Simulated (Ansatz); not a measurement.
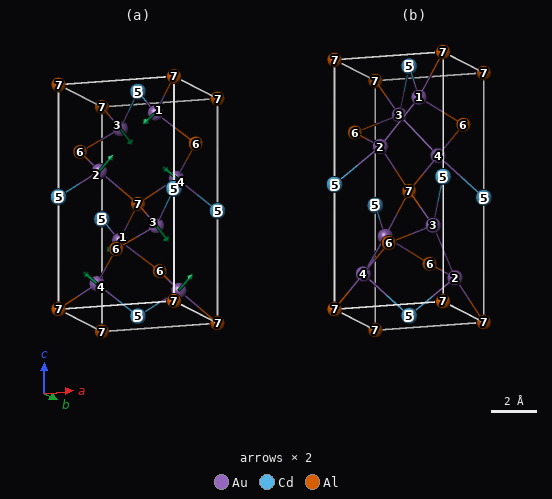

The structure of a crystal of Al₂CdAu₄ (a generated structure, set up in I-4) before (left) and after (right) a relaxation, at one scale. The green arrows give the displacements (the part carried along by the change of the cell is left out), 2 times their true length.

Style: ball-and-stick. Shown: the conventional cell (2 times the calculation's cell), from a free direction. Lengths and directions refer to the drawn axes.

Theory: DFT, PAW plane waves, r2SCAN in Ansatz.

The input:
```yaml
crystal:
  lattice:
    - [0.0, 5.50664, 0.0]
    - [5.50664, 0.0, 0.0]
    - [2.75332, 2.75332, -5.106804]
  atoms:
    - { symbol: Au, position: [0.37, 0.38, 0.74] }
    - { symbol: Au, position: [0.62, 0.11, 0.26] }
    - { symbol: Au, position: [0.89, 0.88, 0.74] }
    - { symbol: Au, position: [0.12, 0.63, 0.26] }
    - { symbol: Cd, position: [0.5, 0.5, 0.0] }
    - { symbol: Al, position: [0.75, 0.25, 0.5] }
    - { symbol: Al, position: [0.0, 0.0, 0.0] }
  symmetry: { tolerance: 0.0003 }
kpoints:
  mp_grid: { grid: [4, 4, 4], shift: [0, 0, 0] }
magnetization:
  spin_polarized: false
scf:
  occupations: { method: gaussian, width: 0.0404 }
hamiltonian:
  pseudopotentials: { kind: paw }
  xc: r2scan
basis:
  ecutwfc: 500
output:
  forces: true
  stress: true
  eigenvalues: true
  write_density: true
  write_potential: true
  elf: true
  volumetric_format: npy
relax:
  max_steps: 40
  cell: {}
  f_tol: 0.005
  max_displacement: 0.1
```

Run as
```bash
ansatz run input.yaml --threads 1 --pin off --max-ram 2560MiB --backend cpu --events-out ev --progress --plain --runs-dir out
```

Question: Summarise the run.

Answer: Over 11 accepted moves (12 points after the start) the energy falls by 611 meV per atom. The largest force component goes from 2.5 to 0.00046 eV/Å. The pressure goes from 17.78 to 0.00 GPa. At 1 point the geometry stayed and the basis and grid were re-selected for the new cell (energy shift of 0.3 meV per atom at most each time). The largest moves relative to the cell, 0.56 Å, are those of Au1, Au2, Au3 and Au4. Au1 goes along [−1 −3 −1]. Cd and Al stay in place. The drawn cell changes as follows: a = b 5.507 → 5.174 Å (−6.0 %), c 10.214 → 11.346 Å (+11.1 %); the volume changes by −1.9 %. Among the contacts that change: Au1–Au3 3.817 → 2.803 Å, Au1–Au2 3.646 → 2.847 Å, Au1–Cd5 2.389 → 2.770 Å, Au1–Al6 2.334 → 2.503 Å. Bond angles that change, for instance: Au1–Al7–Au3 110.3° → 85.4°, Cd5–Au4–Al7 111.4° → 88.4°, Au1–Al6–Au3 116.6° → 131.8°. The space group stays I-4 (No. 82).
